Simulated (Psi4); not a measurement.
# O₂: geometry relaxation (part 3 of 3)

O₂, multiplicity 3; PBE/def2-SVP, UKS (Psi4 1.11). The geometry comes from this level: PBE0-D4/def2-TZVP.

Geometry of the input (Å):
```
O  0.5095  -0.1648  0.2625
O  -0.5095  0.1648  -0.2625
```

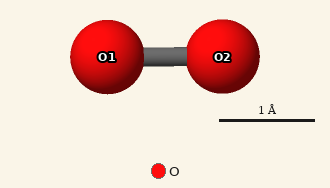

**Figure 1.** The geometry at step 2 of the log (ball-and-stick view, seen on its broad side; atoms are numbered from 1 in the order of the input).

**The program's output, continued**
```
	----------------------------------------------------------------------------------------------
	   Step    Total Energy     Delta E     Max Force     RMS Force      Max Disp      RMS Disp
	----------------------------------------------------------------------------------------------
	  Convergence Criteria              o    1.50e-05 *    1.00e-05 *    6.00e-05 *    4.00e-05 *
	----------------------------------------------------------------------------------------------
	     3    -150.06577990   -2.91e-05 o    5.08e-04      5.08e-04      5.97e-04      5.97e-04    ~
	----------------------------------------------------------------------------------------------

Next Geometry in Ang
	Fragment 1 (Ang)

	    O   0.6068038052  -0.0000000000   0.0000000000
	    O  -0.6068038052   0.0000000000  -0.0000000000

    Structure for next step:
    Molecular point group: c1
    Full point group: D_inf_h

    Geometry (in Angstrom), charge = 0, multiplicity = 3:

    O            0.606803805211    -0.000000000000     0.000000000000
    O           -0.606803805211     0.000000000000    -0.000000000000

gradient() will perform analytic gradient computation.

  ==> Geometry <==

    Molecular point group: c1
    Full point group: D_inf_h

    Geometry (in Angstrom), charge = 0, multiplicity = 3:

       Center              X                  Y                   Z               Mass
    ------------   -----------------  -----------------  -----------------  -----------------
         O            0.606803805211    -0.000000000000     0.000000000000    15.994914619570
         O           -0.606803805211     0.000000000000    -0.000000000000    15.994914619570

  Running in c1 symmetry.

  Rotational constants: A = ************  B =      1.43116  C =      1.43116 [cm^-1]
  Rotational constants: A = ************  B =  42905.07707  C =  42905.07707 [MHz]
  Nuclear repulsion =   27.906335781051936

  Charge       = 0
  Multiplicity = 3
  Electrons    = 16
  Nalpha       = 9
  Nbeta        = 7

  ==> DiskJK: Disk-Based J/K Matrices <==

    J tasked:                  Yes
    K tasked:                   No
    wK tasked:                  No
    Memory [MiB]:             1060
    Schwarz Cutoff:          1E-12

  Cached 100.0% of DFT collocation blocks in 0.082 [GiB].

  Minimum eigenvalue in the overlap matrix is 1.5412574072E-02.
  Reciprocal condition number of the overlap matrix is 5.0666258343E-03.
    Using symmetric orthogonalization.

  ==> Iterations <==

                        Total Energy        Delta E     RMS |[F,P]|

   @UKS iter   0:  -150.06544004811170   -1.50065e+02   3.84774e-05
   @UKS iter   1:  -150.06578004283136   -3.39995e-04   9.34367e-06 DIIS
   @UKS iter   2:  -150.06578005686313   -1.40318e-08   5.64408e-06 DIIS
   @UKS iter   3:  -150.06578006522722   -8.36408e-09   7.47787e-07 DIIS
   @UKS iter   4:  -150.06578006540292   -1.75703e-10   6.77036e-09 DIIS
  Energy and wave function converged.

  ==> Post-Iterations <==

   Electrons on quadrature grid:
      Nalpha   =    8.9999999973 ; deviation = -2.698e-09
      Nbeta    =    6.9999999866 ; deviation = -1.344e-08
      Ntotal   =   15.9999999839 ; deviation = -1.614e-08

   @Spin Contamination Metric:   3.120709423E-03
   @S^2 Expected:                2.000000000E+00
   @S^2 Observed:                2.003120709E+00
   @S   Expected:                1.000000000E+00
   @S   Observed:                1.000000000E+00

    Final Occupation by Irrep:
              A
    DOCC [     7 ]
    SOCC [     2 ]
    NA   [     9 ]
    NB   [     7 ]

  @UKS Final Energy:  -150.06578006540292

   => Energetics <=

    Nuclear Repulsion Energy =             27.9063357810519364
    One-Electron Energy =                -261.4241572593824685
    Two-Electron Energy =                 100.3380634067992219
    DFT Exchange-Correlation Energy =     -16.8860219938716085
    Empirical Dispersion Energy =           0.0000000000000000
    VV10 Nonlocal Energy =                  0.0000000000000000
    Total Energy =                       -150.0657800654029188

  UHF NO Occupations:
  HONO-2 :    7  A 1.9995053
  HONO-1 :    8  A 1.0000000
  HONO-0 :    9  A 1.0000000
  LUNO+0 :   10  A 0.0004947
  LUNO+1 :   11  A 0.0004947
  LUNO+2 :   12  A 0.0003985
  LUNO+3 :   13  A 0.0001546

Computation Completed

Properties will be evaluated at   0.000000,   0.000000,   0.000000 [a0]

Properties computed using the SCF density matrix

 Multipole Moments:

 ------------------------------------------------------------------------------------
     Multipole            Electronic (a.u.)      Nuclear  (a.u.)        Total (a.u.)
 ------------------------------------------------------------------------------------

 L = 1.  Multiply by 2.5417464519 to convert [e a0] to [Debye]
 Dipole X            :         -0.0000000            0.0000000           -0.0000000
 Dipole Y            :          0.0000000            0.0000000            0.0000000
 Dipole Z            :          0.0000000            0.0000000            0.0000000
 Magnitude           :                                                    0.0000000

 ------------------------------------------------------------------------------------

	total time  =          2 seconds =       0.03 minutes

         ------------------------------------------------------------
                                   SCF GRAD
         ------------------------------------------------------------

  ==> Geometry <==

    Molecular point group: c1
    Full point group: D_inf_h

    Geometry (in Angstrom), charge = 0, multiplicity = 3:

       Center              X                  Y                   Z               Mass
    ------------   -----------------  -----------------  -----------------  -----------------
         O            0.606803805211    -0.000000000000     0.000000000000    15.994914619570
         O           -0.606803805211     0.000000000000    -0.000000000000    15.994914619570

  Nuclear repulsion =   27.906335781051936

   => Molecular Quadrature <=

    Radial Scheme          =       TREUTLER
    Pruning Scheme         =           NONE
    Nuclear Scheme         =       TREUTLER

    Blocking Scheme        =         OCTREE
    BS radius alpha        =              1
    Pruning alpha          =              1
    Radial Points          =             99
    Spherical Points       =            590
    Total Points           =         106928
    Total Blocks           =            878
    Max Points             =            256
    Max Functions          =             28
    Weights Tolerance      =       1.00E-15

  -Total Gradient:
     Atom            X                  Y                   Z
    ------   -----------------  -----------------  -----------------
       1       -0.000038360288     0.000000000000     0.000000000000
       2        0.000038360288    -0.000000000000     0.000000000000

	total time  =          0 seconds =       0.00 minutes

    			-----------------------------------------

    			 OPTKING 3.0: for geometry optimizations

    			        with contributions from

    			-----------------------------------------

	                            ===> Fragment 1 <==

	 Z (Atomic Numbers)          Masses                          Geom
	       8.000000            15.994915          1.14669300 -0.00000000  0.00000000
	       8.000000            15.994915         -1.14669300  0.00000000 -0.00000000

	 - Coordinate -           - BOHR/RAD -       - ANG/DEG -
	 R(1,2)           =         2.293386           1.213608

	        --- Internal Coordinate Step in ANG or DEG, aJ/ANG or AJ/DEG ---
	-------------------------------------------------------------------------------
	           Coordinate      Previous         Force          Change          New
	           ----------      --------        ------          ------        ------
	               R(1,2)       1.21361        0.00032        0.00002       1.21363
	-------------------------------------------------------------------------------

	                                 ==> Convergence Check <==

	Measures of convergence in internal coordinates in au.

	Criteria marked as inactive (o), active & met (*), and active & unmet ( ).

	----------------------------------------------------------------------------------------------
	   Step    Total Energy     Delta E     Max Force     RMS Force      Max Disp      RMS Disp
	----------------------------------------------------------------------------------------------
	  Convergence Criteria              o    1.50e-05 *    1.00e-05 *    6.00e-05 *    4.00e-05 *
	----------------------------------------------------------------------------------------------
	     4    -150.06578007   -1.63e-07 o    3.84e-05      3.84e-05      4.52e-05 *    4.52e-05    ~
	----------------------------------------------------------------------------------------------

Next Geometry in Ang
	Fragment 1 (Ang)

	    O   0.6068157560  -0.0000000000   0.0000000000
	    O  -0.6068157560   0.0000000000  -0.0000000000

    Structure for next step:
    Molecular point group: c1
    Full point group: D_inf_h

    Geometry (in Angstrom), charge = 0, multiplicity = 3:

    O            0.606815756029    -0.000000000000     0.000000000000
    O           -0.606815756029     0.000000000000    -0.000000000000

gradient() will perform analytic gradient computation.

  ==> Geometry <==

    Molecular point group: c1
    Full point group: D_inf_h

    Geometry (in Angstrom), charge = 0, multiplicity = 3:

       Center              X                  Y                   Z               Mass
    ------------   -----------------  -----------------  -----------------  -----------------
         O            0.606815756029    -0.000000000000     0.000000000000    15.994914619570
         O           -0.606815756029     0.000000000000    -0.000000000000    15.994914619570

  Running in c1 symmetry.

  Rotational constants: A = ************  B =      1.43110  C =      1.43110 [cm^-1]
  Rotational constants: A = ************  B =  42903.38711  C =  42903.38711 [MHz]
  Nuclear repulsion =   27.905786185011401

  Charge       = 0
  Multiplicity = 3
  Electrons    = 16
  Nalpha       = 9
  Nbeta        = 7

  ==> DiskJK: Disk-Based J/K Matrices <==

    J tasked:                  Yes
    K tasked:                   No
    wK tasked:                  No
    Memory [MiB]:             1060
    Schwarz Cutoff:          1E-12

  Cached 100.0% of DFT collocation blocks in 0.082 [GiB].

  Minimum eigenvalue in the overlap matrix is 1.5414027661E-02.
  Reciprocal condition number of the overlap matrix is 5.0671483178E-03.
    Using symmetric orthogonalization.

  ==> Iterations <==

                        Total Energy        Delta E     RMS |[F,P]|

   @UKS iter   0:  -150.06575435671556   -1.50066e+02   2.90895e-06
   @UKS iter   1:  -150.06578006620799   -2.57095e-05   7.06405e-07 DIIS
   @UKS iter   2:  -150.06578006628814   -8.01492e-11   4.26671e-07 DIIS
   @UKS iter   3:  -150.06578006633598   -4.78337e-11   5.65267e-08 DIIS
   @UKS iter   4:  -150.06578006633700   -1.02318e-12   6.89683e-10 DIIS
  Energy and wave function converged.

  ==> Post-Iterations <==

   Electrons on quadrature grid:
      Nalpha   =    8.9999999973 ; deviation = -2.690e-09
      Nbeta    =    6.9999999866 ; deviation = -1.344e-08
      Ntotal   =   15.9999999839 ; deviation = -1.613e-08

   @Spin Contamination Metric:   3.120769872E-03
   @S^2 Expected:                2.000000000E+00
   @S^2 Observed:                2.003120770E+00
   @S   Expected:                1.000000000E+00
   @S   Observed:                1.000000000E+00

    Orbital Energies [Eh]
    ---------------------

    Alpha Occupied:

       1A    -18.896194     2A    -18.895736     3A     -1.186935
       4A     -0.723667     5A     -0.485997     6A     -0.485997
       7A     -0.482924     8A     -0.239484     9A     -0.239484

    Alpha Virtual:

      10A      0.158525    11A      0.677600    12A      0.764369
      13A      0.764369    14A      0.768406    15A      0.859156
      16A      0.880531    17A      0.880531    18A      1.112889
      19A      2.002623    20A      2.002623    21A      2.261372
      22A      2.261372    23A      2.543369    24A      2.543369
      25A      2.652678    26A      3.173397    27A      3.173397
      28A      3.701474

    Beta Occupied:

       1A    -18.870465     2A    -18.870032     3A     -1.143201
       4A     -0.659186     5A     -0.448169     6A     -0.416252
       7A     -0.416252

    Beta Virtual:

       8A     -0.154389     9A     -0.154389    10A      0.198783
      11A      0.708986    12A      0.792297    13A      0.815443
      14A      0.815443    15A      0.872535    16A      0.933236
      17A      0.933236    18A      1.148006    19A      2.040785
      20A      2.040785    21A      2.340582    22A      2.340582
      23A      2.628755    24A      2.628755    25A      2.693870
      26A      3.224577    27A      3.224577    28A      3.737453

    Final Occupation by Irrep:
              A
    DOCC [     7 ]
    SOCC [     2 ]
    NA   [     9 ]
    NB   [     7 ]

  @UKS Final Energy:  -150.06578006633700

   => Energetics <=

    Nuclear Repulsion Energy =             27.9057861850114008
    One-Electron Energy =                -261.4231070163130539
    Two-Electron Energy =                 100.3375422521452265
    DFT Exchange-Correlation Energy =     -16.8860014871805824
    Empirical Dispersion Energy =           0.0000000000000000
    VV10 Nonlocal Energy =                  0.0000000000000000
    Total Energy =                       -150.0657800663369983

  UHF NO Occupations:
  HONO-2 :    7  A 1.9995053
  HONO-1 :    8  A 1.0000000
  HONO-0 :    9  A 1.0000000
  LUNO+0 :   10  A 0.0004947
  LUNO+1 :   11  A 0.0004947
  LUNO+2 :   12  A 0.0003985
  LUNO+3 :   13  A 0.0001546

Computation Completed

Properties will be evaluated at   0.000000,   0.000000,   0.000000 [a0]

Properties computed using the SCF density matrix

 Multipole Moments:

 ------------------------------------------------------------------------------------
     Multipole            Electronic (a.u.)      Nuclear  (a.u.)        Total (a.u.)
 ------------------------------------------------------------------------------------

 L = 1.  Multiply by 2.5417464519 to convert [e a0] to [Debye]
 Dipole X            :          0.0000001            0.0000000            0.0000001
 Dipole Y            :          0.0000000            0.0000000            0.0000000
 Dipole Z            :          0.0000000            0.0000000            0.0000000
 Magnitude           :                                                    0.0000001

 ------------------------------------------------------------------------------------

	total time  =          1 seconds =       0.02 minutes

         ------------------------------------------------------------
                                   SCF GRAD
         ------------------------------------------------------------

  ==> Geometry <==

    Molecular point group: c1
    Full point group: D_inf_h

    Geometry (in Angstrom), charge = 0, multiplicity = 3:

       Center              X                  Y                   Z               Mass
    ------------   -----------------  -----------------  -----------------  -----------------
         O            0.606815756029    -0.000000000000     0.000000000000    15.994914619570
         O           -0.606815756029     0.000000000000    -0.000000000000    15.994914619570

  Nuclear repulsion =   27.905786185011401

   => Molecular Quadrature <=

    Radial Scheme          =       TREUTLER
    Pruning Scheme         =           NONE
    Nuclear Scheme         =       TREUTLER

    Blocking Scheme        =         OCTREE
    BS radius alpha        =              1
    Pruning alpha          =              1
    Radial Points          =             99
    Spherical Points       =            590
    Total Points           =         106928
    Total Blocks           =            878
    Max Points             =            256
    Max Functions          =             28
    Weights Tolerance      =       1.00E-15

  -Total Gradient:
     Atom            X                  Y                   Z
    ------   -----------------  -----------------  -----------------
       1       -0.000002900461    -0.000000000000     0.000000000000
       2        0.000002900461    -0.000000000000    -0.000000000000

	total time  =          1 seconds =       0.02 minutes

    			-----------------------------------------

    			 OPTKING 3.0: for geometry optimizations

    			        with contributions from

    			-----------------------------------------

	                            ===> Fragment 1 <==

	 Z (Atomic Numbers)          Masses                          Geom
	       8.000000            15.994915          1.14671559 -0.00000000  0.00000000
	       8.000000            15.994915         -1.14671559  0.00000000 -0.00000000

	 - Coordinate -           - BOHR/RAD -       - ANG/DEG -
	 R(1,2)           =         2.293431           1.213632

	        --- Internal Coordinate Step in ANG or DEG, aJ/ANG or AJ/DEG ---
	-------------------------------------------------------------------------------
	           Coordinate      Previous         Force          Change          New
	           ----------      --------        ------          ------        ------
	               R(1,2)       1.21363        0.00002        0.00000       1.21363
	-------------------------------------------------------------------------------

	                                 ==> Convergence Check <==

	Measures of convergence in internal coordinates in au.

	Criteria marked as inactive (o), active & met (*), and active & unmet ( ).

	----------------------------------------------------------------------------------------------
	   Step    Total Energy     Delta E     Max Force     RMS Force      Max Disp      RMS Disp
	----------------------------------------------------------------------------------------------
	  Convergence Criteria              o    1.50e-05 *    1.00e-05 *    6.00e-05 *    4.00e-05 *
	----------------------------------------------------------------------------------------------
	     5    -150.06578007   -9.34e-10 o    2.90e-06 *    2.90e-06 *    3.42e-06 *    3.42e-06 *  ~
	----------------------------------------------------------------------------------------------

Next Geometry in Ang
	Fragment 1 (Ang)

	    O   0.6068166597  -0.0000000000   0.0000000000
	    O  -0.6068166597   0.0000000000  -0.0000000000

    Final optimized geometry and variables:
    Molecular point group: c1
    Full point group: D_inf_h

    Geometry (in Angstrom), charge = 0, multiplicity = 3:

    O            0.606815756029    -0.000000000000     0.000000000000
    O           -0.606815756029     0.000000000000    -0.000000000000

    Psi4 run time: 0:00:11.95

[set-up sections that repeat, and orbital energies of the middle runs, are left out above]
```

**Standard output**
```
Optimizer: Optimization complete!
```

**Trajectory as extended XYZ (Å, eV, eV/Å), 5 frames, from step=0 to step=4**
```
2
Properties=species:S:1:pos:R:3:forces:R:3 step=0 energy=-4083.48047
O     0.5095   -0.1648    0.2625    1.4684  -0.4750   0.7563
O    -0.5095    0.1648   -0.2625   -1.4684   0.4750  -0.7563
2
Properties=species:S:1:pos:R:3:forces:R:3 step=1 energy=-4083.49711
O     0.5165   -0.1671    0.2660    0.3013  -0.0975   0.1552
O    -0.5165    0.1671   -0.2660   -0.3013   0.0975  -0.1552
2
Properties=species:S:1:pos:R:3:forces:R:3 step=2 energy=-4083.49790
O     0.5183   -0.1677    0.2670    0.0223  -0.0072   0.0115
O    -0.5183    0.1677   -0.2670   -0.0223   0.0072  -0.0115
2
Properties=species:S:1:pos:R:3:forces:R:3 step=3 energy=-4083.49790
O     0.5184   -0.1677    0.2670    0.0017  -0.0006   0.0009
O    -0.5184    0.1677   -0.2670   -0.0017   0.0006  -0.0009
2
Properties=species:S:1:pos:R:3:forces:R:3 step=4 energy=-4083.49790
O     0.5184   -0.1677    0.2670    0.0001   0.0000   0.0001
O    -0.5184    0.1677   -0.2670   -0.0001   0.0000  -0.0001
```

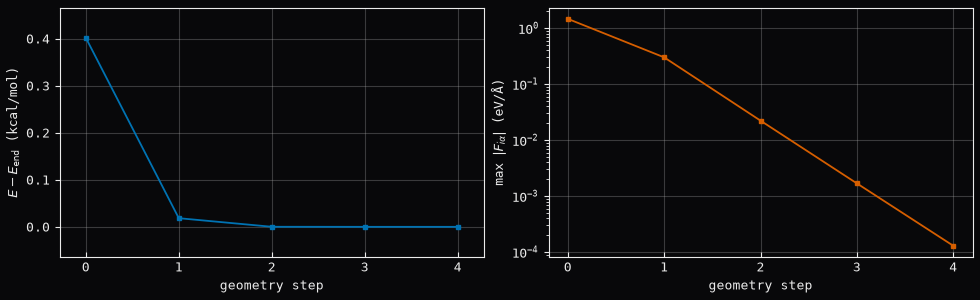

**Figure 2.** Progress of the relaxation, step by step (steps are counted from 0). The largest moves after the best rigid fit, 0.010 Å, are those of O1 and O2. Among the contacts that change: O1–O2 1.193 → 1.214 Å. The energy falls by 0.40 kcal/mol in 4 geometry steps. Largest force component: 1.5 eV/Å at the start, 0.00013 eV/Å at the end. (Atoms are counted from 1 in the order of the input.)

**Key numbers**

| quantity | value |
| --- | --- |
| outcome | converged |
| total energy | −150.065780 hartree |
| basis functions | 28 |
| ⟨S²⟩ | 2.003 |
| dipole moment | 0.00 D |
| hardware | 1 thread of Intel Xeon @ 2.70GHz, 189 GiB of memory available, shared host |
| wall time | 14 s |
| peak memory | 0.32 GiB |
